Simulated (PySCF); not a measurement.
# Geometry relaxation of CH7FGe2O

CH7FGe2O, computed with PBE0-D3(BJ)/def2-SVP geometry optimisation, gas phase (PySCF 2.14.0).

It belongs to a series of runs on one base structure; here: terminal Ge group replaced by H.

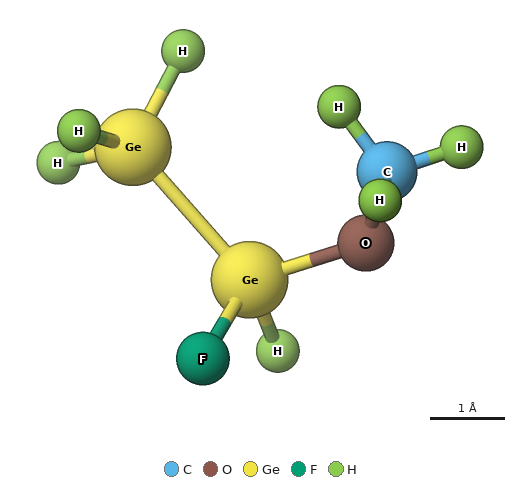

*The starting structure (ball-and-stick view, seen at a tilt). Sticks mark near contacts.*

Key numbers

- outcome: converged
- total energy: −4370.003732 hartree
- dipole moment: 2.10 D
- point group: C1
- hardware: 1 CPU thread, shared host
- wall time: 3.1 min
- peak memory: 0.53 GiB

Input file
```
{"job": {"xc": "PBE0", "basis": "def2-SVP", "d3": "d3bj", "grid": 1, "shake": 0.01, "kind": "geom"}, "charge": 0, "multiplicity": 1}
C     -1.913710     0.186530     0.471110
O     -1.219480    -0.985490     0.241380
Ge     0.342870    -1.118770    -0.512250
F      0.102870    -0.968240    -2.265930
Ge     1.872270     0.659570     0.078450
H     -1.283680     1.029260     0.802970
H     -2.434240     0.528330    -0.444390
H     -2.659970     0.012880     1.235860
H      0.559630    -2.600970    -0.349260
H      1.577510     1.204500     1.468940
H      1.791640     1.816050    -0.857680
H      3.303980     0.208080     0.121780
```

The first line tells a small driver script what to run in PySCF; the rest is the geometry in Å.

Launched with:
```bash
OMP_NUM_THREADS=1 python <driver script> task.json out
```

What the program printed
```
step   0  E = -4369.99771178  max force = 0.023547
step   1  E = -4370.00232485  max force = 0.021365
step   2  E = -4370.00330328  max force = 0.002646
step   3  E = -4370.00337339  max force = 0.000796
step   4  E = -4370.00342511  max force = 0.001557
step   5  E = -4370.00345814  max force = 0.001476
step   6  E = -4370.00350402  max force = 0.000848
step   7  E = -4370.00353947  max force = 0.000542
step   8  E = -4370.00358146  max force = 0.001179
step   9  E = -4370.00364117  max force = 0.001470
step  10  E = -4370.00369470  max force = 0.001099
step  11  E = -4370.00372092  max force = 0.000502
step  12  E = -4370.00373154  max force = 0.000383
optimisation converged
```

Trajectory as extended XYZ (Å, eV, eV/Å), 13 frames, from step=0 to step=12
```
12
Properties=species:S:1:pos:R:3:forces:R:3 step=0 energy=-118913.69464
C    -1.9137    0.1865    0.4711   -0.1115   0.6180  -0.6933
O    -1.2195   -0.9855    0.2414   -0.2509  -0.2233   0.3972
Ge    0.3429   -1.1188   -0.5122    0.0885  -0.0452  -1.2109
F     0.1029   -0.9682   -2.2659    0.1005   0.1468   0.5718
Ge    1.8723    0.6596    0.0785   -0.1815  -0.2269   0.5181
H    -1.2837    1.0293    0.8030    0.1938   0.0495   0.1194
H    -2.4342    0.5283   -0.4444   -0.0460  -0.0007   0.0733
H    -2.6600    0.0129    1.2359   -0.4557  -0.0908   0.4796
H     0.5596   -2.6010   -0.3493    0.4666  -0.4115   0.1894
H     1.5775    1.2045    1.4689   -0.2106   0.0028   0.3242
H     1.7916    1.8160   -0.8577   -0.1920   0.5738  -0.6864
H     3.3040    0.2081    0.1218    0.5987  -0.3927  -0.0824
12
Properties=species:S:1:pos:R:3:forces:R:3 step=1 energy=-118913.82017
C    -1.9026    0.2378    0.4355   -0.0769  -0.1459   0.0557
O    -1.2602   -0.9960    0.2663    0.5524  -0.0865  -0.2100
Ge    0.3297   -1.1467   -0.5463   -0.3338  -0.2246   1.0986
F     0.0560   -0.9026   -2.2274   -0.1346   0.0637  -0.8082
Ge    1.8445    0.6294    0.1219    0.1068   0.1617   0.0148
H    -1.2139    1.0484    0.7395    0.0333   0.0369   0.0224
H    -2.4221    0.5606   -0.4821   -0.0138   0.0309  -0.0572
H    -2.6584    0.1252    1.2331    0.0669   0.0480  -0.0687
H     0.7483   -2.6273   -0.3454   -0.1197   0.2826  -0.0561
H     1.5161    1.1087    1.5512    0.0003  -0.0419  -0.0707
H     1.7011    1.8167   -0.8596    0.0154  -0.1416   0.1111
H     3.3005    0.1170    0.1035   -0.0962   0.0167  -0.0319
12
Properties=species:S:1:pos:R:3:forces:R:3 step=2 energy=-118913.84679
C    -1.8959    0.2320    0.4296   -0.0600   0.0069  -0.0277
O    -1.2455   -0.9995    0.2829    0.1361  -0.0077  -0.0169
Ge    0.3209   -1.1386   -0.5324   -0.1187   0.0412   0.0438
F     0.0283   -0.9024   -2.2423    0.0138  -0.0174   0.0399
Ge    1.8483    0.6313    0.1307    0.0195   0.0225  -0.0067
H    -1.2088    1.0521    0.7172    0.0049   0.0040   0.0059
H    -2.4153    0.5364   -0.4967    0.0143   0.0019   0.0030
H    -2.6494    0.1381    1.2278    0.0072   0.0027  -0.0095
H     0.7288   -2.6032   -0.3400    0.0022  -0.0205  -0.0245
H     1.5341    1.0967    1.5624   -0.0132  -0.0192   0.0070
H     1.6986    1.8161   -0.8360   -0.0002   0.0009   0.0059
H     3.2949    0.1119    0.0869   -0.0057  -0.0153  -0.0202
12
Properties=species:S:1:pos:R:3:forces:R:3 step=3 energy=-118913.84870
C    -1.9013    0.2336    0.4251   -0.0294   0.0146  -0.0320
O    -1.2394   -0.9945    0.2973    0.0165   0.0097   0.0409
Ge    0.3193   -1.1336   -0.5224   -0.0118   0.0082  -0.0331
F     0.0179   -0.8967   -2.2305    0.0081  -0.0031   0.0205
Ge    1.8569    0.6296    0.1321    0.0036   0.0034   0.0040
H    -1.2213    1.0635    0.7024    0.0026  -0.0034   0.0045
H    -2.4196    0.5204   -0.5072    0.0099   0.0013   0.0020
H    -2.6556    0.1455    1.2224   -0.0025  -0.0051  -0.0006
H     0.7267   -2.6001   -0.3425    0.0039  -0.0168  -0.0023
H     1.5564    1.0796    1.5717   -0.0016  -0.0111   0.0060
H     1.6999    1.8221   -0.8228   -0.0015   0.0093   0.0025
H     3.2992    0.1017    0.0645    0.0022  -0.0071  -0.0124
12
Properties=species:S:1:pos:R:3:forces:R:3 step=4 energy=-118913.85011
C    -1.9112    0.2381    0.4173    0.0104   0.0090  -0.0250
O    -1.2326   -0.9844    0.3219   -0.0516   0.0058   0.0636
Ge    0.3169   -1.1275   -0.5092    0.0520  -0.0159  -0.0801
F     0.0007   -0.8862   -2.2138    0.0011   0.0077   0.0035
Ge    1.8716    0.6243    0.1347   -0.0121  -0.0134   0.0095
H    -1.2423    1.0818    0.6803   -0.0021  -0.0038   0.0049
H    -2.4249    0.4970   -0.5252    0.0018   0.0046  -0.0008
H    -2.6694    0.1582    1.2115   -0.0079  -0.0055   0.0010
H     0.7234   -2.5972   -0.3439   -0.0045   0.0025   0.0187
H     1.5976    1.0476    1.5877    0.0106  -0.0032   0.0031
H     1.7015    1.8328   -0.7975   -0.0031   0.0079   0.0053
H     3.3078    0.0866    0.0264    0.0054   0.0043  -0.0037
12
Properties=species:S:1:pos:R:3:forces:R:3 step=5 energy=-118913.85101
C    -1.9174    0.2433    0.4094    0.0247   0.0018  -0.0140
O    -1.2279   -0.9756    0.3436   -0.0605   0.0016   0.0530
Ge    0.3142   -1.1241   -0.5004    0.0599  -0.0158  -0.0759
F    -0.0164   -0.8763   -2.2012   -0.0022   0.0094  -0.0065
Ge    1.8826    0.6173    0.1381   -0.0154  -0.0199   0.0086
H    -1.2576    1.0963    0.6652   -0.0029  -0.0032   0.0057
H    -2.4218    0.4817   -0.5433   -0.0021   0.0063  -0.0025
H    -2.6835    0.1705    1.1965   -0.0086  -0.0030  -0.0005
H     0.7176   -2.5958   -0.3425   -0.0080   0.0078   0.0234
H     1.6369    1.0139    1.6036    0.0143  -0.0008   0.0020
H     1.6978    1.8427   -0.7691   -0.0050   0.0057   0.0065
H     3.3146    0.0770   -0.0097    0.0058   0.0100   0.0002
12
Properties=species:S:1:pos:R:3:forces:R:3 step=6 energy=-118913.85226
C    -1.9235    0.2536    0.3955    0.0285  -0.0033   0.0056
O    -1.2219   -0.9607    0.3779   -0.0436   0.0003   0.0136
Ge    0.3083   -1.1206   -0.4889    0.0407  -0.0082  -0.0340
F    -0.0466   -0.8599   -2.1824   -0.0028   0.0050  -0.0144
Ge    1.8982    0.6026    0.1447   -0.0090  -0.0192   0.0014
H    -1.2777    1.1172    0.6522   -0.0033  -0.0023   0.0064
H    -2.4013    0.4676   -0.5765   -0.0039   0.0056  -0.0025
H    -2.7116    0.1906    1.1615   -0.0061  -0.0009  -0.0031
H     0.7031   -2.5956   -0.3377   -0.0093   0.0095   0.0166
H     1.7063    0.9481    1.6309    0.0127  -0.0014   0.0017
H     1.6823    1.8592   -0.7119   -0.0077   0.0013   0.0067
H     3.3236    0.0689   -0.0752    0.0036   0.0135   0.0018
12
Properties=species:S:1:pos:R:3:forces:R:3 step=7 energy=-118913.85322
C    -1.9237    0.2639    0.3859    0.0164  -0.0041   0.0200
O    -1.2203   -0.9499    0.3990   -0.0118   0.0047  -0.0279
Ge    0.3026   -1.1208   -0.4828    0.0076  -0.0005   0.0143
F    -0.0684   -0.8501   -2.1712    0.0007  -0.0017  -0.0146
Ge    1.9067    0.5889    0.1495    0.0019  -0.0094  -0.0046
H    -1.2882    1.1290    0.6621   -0.0013  -0.0028   0.0057
H    -2.3680    0.4739   -0.6028   -0.0022   0.0029  -0.0008
H    -2.7381    0.2025    1.1241   -0.0025  -0.0003  -0.0036
H     0.6878   -2.5983   -0.3329   -0.0074   0.0056   0.0045
H     1.7613    0.8894    1.6507    0.0069  -0.0043   0.0022
H     1.6594    1.8705   -0.6606   -0.0087  -0.0009   0.0052
H     3.3279    0.0721   -0.1308    0.0003   0.0106  -0.0005
12
Properties=species:S:1:pos:R:3:forces:R:3 step=8 energy=-118913.85436
C    -1.9187    0.2748    0.3814    0.0004  -0.0035   0.0277
O    -1.2234   -0.9437    0.4057    0.0226   0.0063  -0.0606
Ge    0.2973   -1.1250   -0.4817   -0.0278   0.0058   0.0529
F    -0.0798   -0.8485   -2.1679    0.0061  -0.0069  -0.0104
Ge    1.9085    0.5764    0.1521    0.0112   0.0051  -0.0078
H    -1.2900    1.1310    0.6976    0.0012  -0.0020   0.0040
H    -2.3215    0.5034   -0.6211   -0.0001   0.0002   0.0011
H    -2.7634    0.2073    1.0842    0.0015  -0.0002  -0.0029
H     0.6724   -2.6046   -0.3294   -0.0046   0.0005  -0.0065
H     1.8024    0.8371    1.6640    0.0006  -0.0072   0.0029
H     1.6274    1.8771   -0.6158   -0.0079  -0.0013   0.0042
H     3.3279    0.0855   -0.1789   -0.0033   0.0032  -0.0046
12
Properties=species:S:1:pos:R:3:forces:R:3 step=9 energy=-118913.85599
C    -1.9075    0.2884    0.3822   -0.0142  -0.0021   0.0258
O    -1.2331   -0.9419    0.3951    0.0491   0.0046  -0.0756
Ge    0.2915   -1.1340   -0.4861   -0.0561   0.0106   0.0718
F    -0.0788   -0.8558   -2.1737    0.0120  -0.0086  -0.0026
Ge    1.9032    0.5641    0.1528    0.0156   0.0206  -0.0069
H    -1.2842    1.1193    0.7685    0.0034  -0.0008   0.0012
H    -2.2522    0.5651   -0.6299    0.0011  -0.0021   0.0027
H    -2.7909    0.2071    1.0341    0.0047  -0.0003  -0.0006
H     0.6547   -2.6155   -0.3281   -0.0002  -0.0046  -0.0143
H     1.8349    0.7830    1.6735   -0.0044  -0.0091   0.0034
H     1.5793    1.8806   -0.5703   -0.0046  -0.0003   0.0048
H     3.3222    0.1108   -0.2280   -0.0063  -0.0079  -0.0097
12
Properties=species:S:1:pos:R:3:forces:R:3 step=10 energy=-118913.85745
C    -1.8959    0.3004    0.3872   -0.0161   0.0003   0.0156
O    -1.2465   -0.9431    0.3697    0.0391   0.0031  -0.0565
Ge    0.2866   -1.1428   -0.4935   -0.0497   0.0096   0.0527
F    -0.0638   -0.8666   -2.1859    0.0138  -0.0047   0.0035
Ge    1.8946    0.5554    0.1527    0.0099   0.0232  -0.0020
H    -1.2780    1.0953    0.8499    0.0029  -0.0005  -0.0021
H    -2.1829    0.6375   -0.6248    0.0010  -0.0022   0.0030
H    -2.8140    0.2042    0.9871    0.0049  -0.0012   0.0019
H     0.6391   -2.6262   -0.3308    0.0041  -0.0060  -0.0132
H     1.8556    0.7388    1.6793   -0.0036  -0.0082   0.0028
H     1.5324    1.8827   -0.5322    0.0000   0.0008   0.0063
H     3.3119    0.1355   -0.2686   -0.0064  -0.0143  -0.0118
12
Properties=species:S:1:pos:R:3:forces:R:3 step=11 energy=-118913.85816
C    -1.8896    0.3133    0.3903   -0.0102   0.0013   0.0080
O    -1.2612   -0.9401    0.3437    0.0081   0.0013  -0.0258
Ge    0.2806   -1.1477   -0.4986   -0.0182   0.0043   0.0159
F    -0.0456   -0.8707   -2.1959    0.0108   0.0023   0.0045
Ge    1.8907    0.5452    0.1552   -0.0011   0.0127   0.0036
H    -1.2831    1.0708    0.9248    0.0020   0.0000  -0.0058
H    -2.1182    0.7063   -0.6165   -0.0008  -0.0017   0.0024
H    -2.8395    0.2048    0.9359    0.0021  -0.0009   0.0036
H     0.6217   -2.6337   -0.3360    0.0056  -0.0035  -0.0057
H     1.8917    0.6831    1.6871    0.0021  -0.0046   0.0016
H     1.4928    1.8868   -0.4801    0.0036   0.0019   0.0069
H     3.2988    0.1528   -0.3196   -0.0039  -0.0134  -0.0092
12
Properties=species:S:1:pos:R:3:forces:R:3 step=12 energy=-118913.85845
C    -1.8919    0.3239    0.3891   -0.0002  -0.0004   0.0016
O    -1.2725   -0.9333    0.3277   -0.0197  -0.0015  -0.0044
Ge    0.2751   -1.1465   -0.4997    0.0108   0.0006  -0.0117
F    -0.0322   -0.8636   -2.1998    0.0056   0.0088   0.0024
Ge    1.8946    0.5343    0.1608   -0.0099  -0.0014   0.0065
H    -1.2974    1.0593    0.9659    0.0020   0.0013  -0.0063
H    -2.0829    0.7480   -0.6129   -0.0034  -0.0010   0.0008
H    -2.8608    0.2083    0.8984    0.0002  -0.0012   0.0053
H     0.6069   -2.6354   -0.3424    0.0030   0.0005   0.0029
H     1.9387    0.6268    1.6954    0.0073  -0.0014   0.0010
H     1.4741    1.8918   -0.4237    0.0047   0.0027   0.0063
H     3.2874    0.1573   -0.3685   -0.0006  -0.0071  -0.0043
```

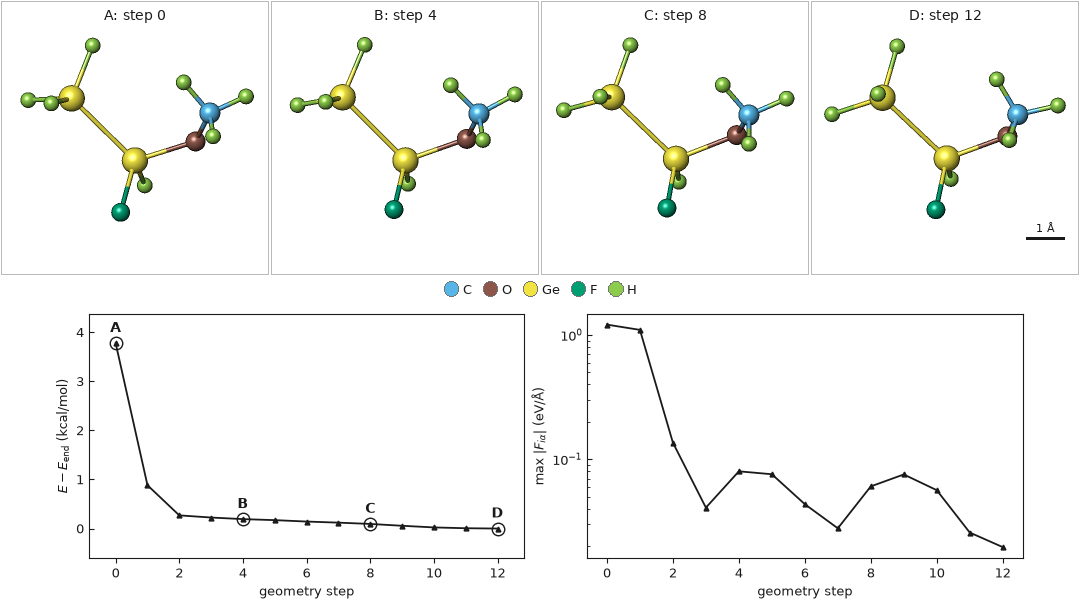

*Frames of the relaxation (ball-and-stick view, seen at a tilt) above the curves, on which the letters mark them (steps are counted from 0).*

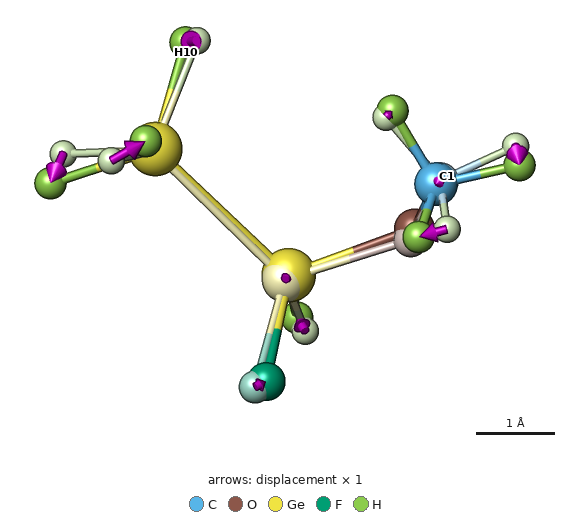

*Start (faint) and end (solid) with the displacements as pink arrows, at true length (ball-and-stick view, seen at a tilt). The two geometries are laid on each other by the best rigid fit.*

The largest move after the best rigid fit is that of H12, 0.53 Å. Largest moves by element: H 0.53 Å, F 0.17 Å, O 0.16 Å, C 0.11 Å, Ge 0.11 Å. Distances before and after: Ge5–H11 1.490 → 1.537 Å, Ge5–H12 1.502 → 1.537 Å, O2–Ge3 1.740 → 1.768 Å, Ge3–H9 1.507 → 1.534 Å. Among the angles that change: Ge5–Ge3–H9 127.3° → 120.0°, O2–Ge3–H9 99.1° → 105.0°, C1–O2–Ge3 126.0° → 121.0°. The energy falls by 3.78 kcal/mol in 12 geometry steps. The largest force component goes from 1.2 to 0.02 eV/Å. (Atoms are counted from 1 in the order of the input.)
